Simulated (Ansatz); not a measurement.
# Calculations on CH5FOSi2

### Relaxation

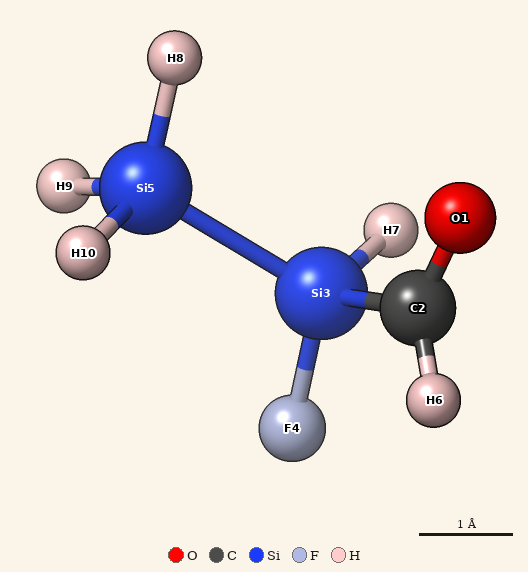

This is the input geometry for a relaxation of CH5FOSi2. Style: ball-and-stick. Shown from a free direction.

The run prepares an end point of a later path (torsion) calculation, from a guessed geometry.

Theory: RKS CAM-B3LYP/def2-SVP (Ansatz).

Input file:
```yaml
crystal:
  periodic: [false, false, false]
  atoms:
    - { symbol: O, position_ang: [-0.4835, 2.1619, 0.9946] }
    - { symbol: C, position_ang: [-0.3777, 1.0843, 1.4488] }
    - { symbol: Si, position_ang: [0.6777, -0.1353, 0.5409] }
    - { symbol: F, position_ang: [0.9083, -1.4556, 1.4506] }
    - { symbol: Si, position_ang: [-0.3125, -0.6311, -1.4635] }
    - { symbol: H, position_ang: [-0.8401, 0.7624, 2.3855] }
    - { symbol: H, position_ang: [2.1207, 0.3804, 0.3365] }
    - { symbol: H, position_ang: [-0.3383, 0.5735, -2.357] }
    - { symbol: H, position_ang: [0.4296, -1.6765, -2.1307] }
    - { symbol: H, position_ang: [-1.7011, -1.1152, -1.2028] }
basis:
  gaussian: { orbitals: def2-SVP }
hamiltonian:
  xc: cam_b3lyp
relax:
  f_tol: 0.015
  max_steps: 40
```

Command:
```bash
ansatz run input.yaml --threads 2 --pin off --max-ram 3072MiB --backend cpu --events-out ev --progress --plain --runs-dir out
```

**Where does the relaxation end?**

Over 10 accepted moves (12 points after the start) the energy falls by 0.251 eV. Largest force component: 3.2 eV/Å at the start, 0.012 eV/Å at the end. The line search rejected the trial steps at points 6, 10 of the run. The largest move after the best rigid fit is that of H6, 0.30 Å. By element the largest moves are H 0.30 Å, O 0.16 Å, F 0.13 Å, C 0.07 Å, Si 0.06 Å. Some distances before and after: C2–Si3 1.851 → 1.919 Å, Si3–H7 1.546 → 1.487 Å, Si3–Si5 2.290 → 2.343 Å, Si5–H9 1.445 → 1.488 Å. Among the angles between lasting bonds that change: F4–Si3–H7 102.3° → 108.1°, C2–Si3–H7 112.2° → 107.2°, O1–C2–H6 124.3° → 120.5°.

The structure at the end:

```xyz
10

O    -0.6288    2.1396    0.9237
C    -0.3377    1.1165    1.4956
Si    0.7077   -0.1801    0.5428
F     0.8077   -1.5332    1.4470
Si   -0.3075   -0.6551   -1.5148
H    -0.6706    0.9413    2.5556
H     2.0772    0.3802    0.3980
H    -0.3707    0.5926   -2.3216
H     0.4892   -1.6809   -2.2411
H    -1.6834   -1.1721   -1.2823
```

After the run, drawn alike:

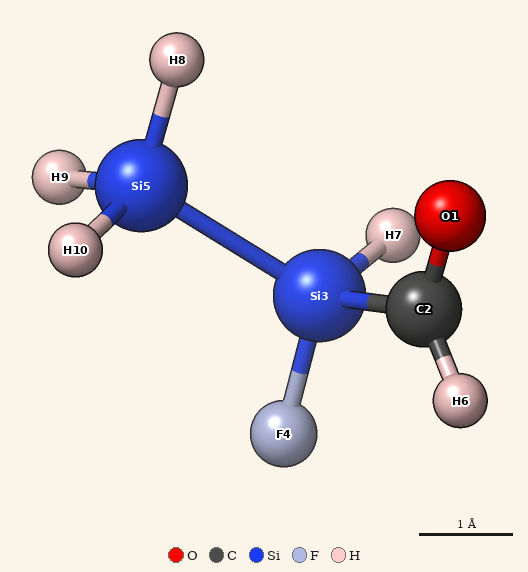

### Relaxation

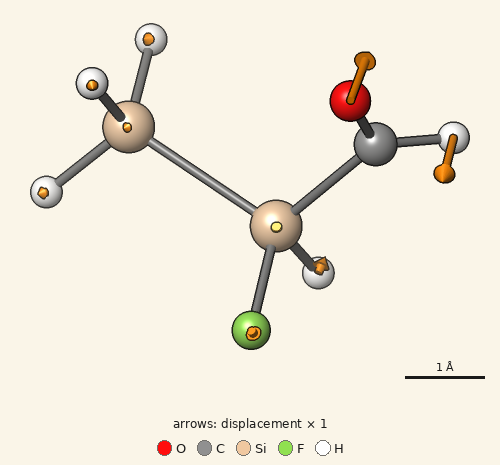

This is a relaxation of CH$_{5}$FOSi$_{2}$. The starting structure is drawn; orange arrows show the displacements, at their true length. The two geometries are superimposed by the best rigid fit.

The picture is a ball-and-stick view, seen at a tilt.

The run prepares an end point of a later path (torsion) calculation, from a guessed geometry.

Method: RKS CAM-B3LYP/def2-SVP (Ansatz 0.2.0). Settings: no spin polarisation; force threshold 0.015 eV/Å; at most 40 steps.

Q: What did the optimiser do to the structure, and how much energy did it gain?

A: The largest move after the best rigid fit is that of the O atom, 1.23 Å. Largest moves by element: O 1.23 Å, H 1.21 Å, F 0.23 Å, Si 0.12 Å, C 0.02 Å. Among the contacts that change: C–Si 1.851 → 1.921 Å, H–Si 1.546 → 1.489 Å, Si–Si 2.290 → 2.341 Å, H–Si 1.445 → 1.489 Å. Bond angles that change, for instance: F–Si–H 102.3° → 107.3°, C–Si–H 112.2° → 107.8°, O–C–H 124.3° → 120.1°. Groups turn about C–Si by about 80°. The energy falls by 33.0 kJ/mol in 24 accepted moves (30 points after the start). Largest force component: 3.3 eV/Å at the start, 0.01 eV/Å at the end. The line search rejected the trial steps at points 8, 12, 17, 19, 23, 26 of the run. The run took 81 s on 2 threads of Intel(R) Xeon(R) Platinum 8488C (Sapphire Rapids), with other jobs on the host, peak memory 0.28 GiB.

### Path

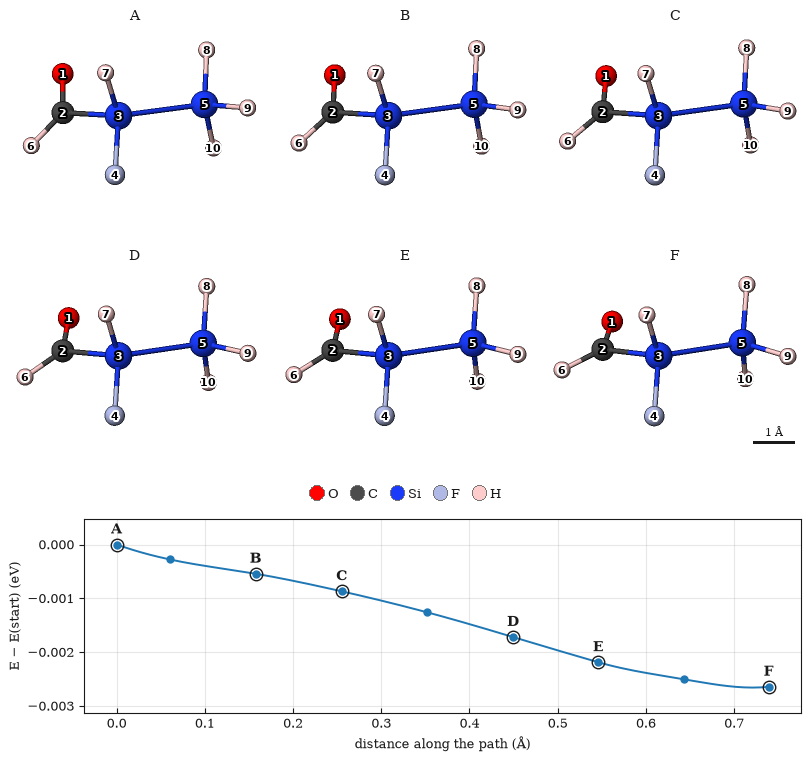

NEB run on CH5FOSi2. Images are numbered from 0 (start) to 8 (end). Frames A to F are images 0, 2, 3, 5, 6, 8. The picture is a ball-and-stick view, seen from a free direction.

Theory: RKS CAM-B3LYP/def2-SVP (Ansatz). Run with 7 movable images; climbing image; force threshold 0.05 eV/Å; iteration limit 60; starting path by image-dependent pair potential.

**Describe the mechanism and the energy profile.**

No barrier shows: the energy is highest at the start, and the end lies 0.003 eV below the start. The motion is a rotation about the C2–Si3 bond by about 25°. No bond forms or breaks between the ends. The band converged in 5 iterations. The largest component of the band force went from 0.48 to 0.042 eV/Å.

Cost: 97 s on 2 threads of Intel(R) Xeon(R) Platinum 8488C (Sapphire Rapids) (shared host), peak memory 0.28 GiB.
